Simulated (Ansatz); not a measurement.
# Geometry relaxation of B₁₈N₁₉ (part 3 of 3)

B₁₈N₁₉ (defect cell, 37 atoms in the cell); DFT r2SCAN-D3(BJ), scalar-relativistic, plane waves, PAW, PAW set soft_1, spin-polarised (Ansatz 0.2.0); cutoff 500 eV, 2×2×1 k-mesh, Fermi–Dirac smearing of 0.02 eV, collinear spins. The structure derives from a Materials Project entry. It belongs to a series of runs on one base structure; here: start relaxed.

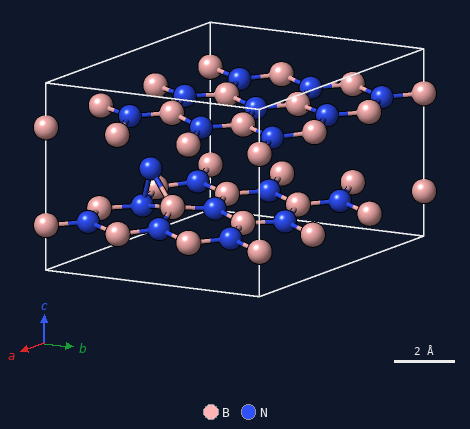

**Figure 1.** The geometry at step 12 of the log (ball-and-stick view of the cell of the calculation, seen at an oblique angle).

Trajectory as extended XYZ, continued:
```
37
Lattice="7.5057 0.0000 0.0000 -3.7528 6.5001 0.0000 0.0000 0.0000 6.8546" Properties=species:S:1:pos:R:3:forces:R:3 step=12 energy=-10176.11856
B    -0.0271   -0.0207    5.2123   -0.0148  -0.0063  -0.0083
B    -0.0173   -0.0025    1.6401   -0.0044   0.0091   0.0140
N     1.2320    0.7231    1.6234    0.0101   0.0156  -0.0134
N    -0.0279    1.4244    5.2257    0.0130   0.0007   0.0135
B    -1.2797    2.1467    5.2636    0.0027   0.0017  -0.0001
B    -1.2721    2.1810    1.6423    0.0023  -0.0218  -0.0176
N    -0.0172    2.8929    1.6101    0.0092   0.0212  -0.0057
N    -1.2788    3.5904    5.2291    0.0066   0.0001   0.0084
B    -2.5302    4.3122    5.2267    0.0133   0.0047  -0.0129
B    -2.5221    4.3263    1.6399    0.0043   0.0205   0.0085
N    -1.2722    5.0497    1.5550    0.0096  -0.0098  -0.0196
N    -2.5278    5.7584    5.2098    0.0079   0.0068   0.0080
B     2.4778   -0.0193    5.2703   -0.0070  -0.0198   0.0056
B     2.4390   -0.0338    1.5285    0.0191   0.0227   0.0173
N     3.7353    0.6959    1.4748    0.0128  -0.0378  -0.0046
N     2.4729    1.4244    5.3507   -0.0001   0.0111  -0.0119
B     1.2240    2.1466    5.2638    0.0056  -0.0050  -0.0081
B     1.2381    2.1814    1.6403   -0.0136  -0.0306  -0.0090
N     2.4662    2.9072    1.6911    0.0129  -0.0105   0.0153
N     1.2233    3.5902    5.2280   -0.0017  -0.0070  -0.0015
B    -0.0274    4.3131    5.2379   -0.0191   0.0212  -0.0027
B    -0.0163    4.3313    1.5681   -0.0275  -0.0320  -0.0046
N     1.2387    5.0493    1.5463   -0.0138  -0.0180   0.0114
N    -0.0272    5.7549    5.2891   -0.0043  -0.0307   0.0174
B     4.9734   -0.0197    5.2701    0.0008  -0.0032  -0.0072
B     5.0311   -0.0345    1.5254    0.0134   0.0569   0.0047
N     6.2388    0.7228    1.6212   -0.0174   0.0074  -0.0040
N     4.9776    1.4242    5.3506   -0.0021   0.0104   0.0097
B     3.7253    2.1453    5.3268   -0.0021   0.0129   0.0032
B     3.7360    2.1883    1.8988   -0.0118   0.0265  -0.0042
N     5.0057    2.9074    1.6960   -0.0024  -0.0147  -0.0090
N     3.7252    3.5898    5.2517   -0.0074  -0.0086  -0.0016
B     2.4742    4.3119    5.2236    0.0232   0.0147   0.0176
B     2.4884    4.3263    1.6351    0.0062   0.0145   0.0032
N     3.7359    5.0604    1.6601   -0.0045  -0.0164  -0.0033
N     2.4731    5.7584    5.2079   -0.0023  -0.0023   0.0055
N     3.7376    1.1072    2.9660   -0.0164  -0.0042  -0.0143
```

Summary:

```tsv
quantity	value
outcome	converged
electrons treated	149
free energy	−10176.1186 eV
Fermi energy	5.816 eV
net moment of the cell	1.00 μB
integrated absolute moment	1.15 μB
final volume	334.42 Å³
largest force (length of the vector) at the end	0.059 eV/Å
hardware	4 threads of Arm Neoverse V1, 24 GiB of memory available, shared host
wall time	5.4 min (CPU time 21 min)
peak memory	1.8 GiB
```

Remarks:

Notes on the run: the dispersion correction has no parameters fitted for this combination and takes those fitted for r2SCAN with other terms. The k-point mesh is coarse for a cell of this size, so the results may not be converged.
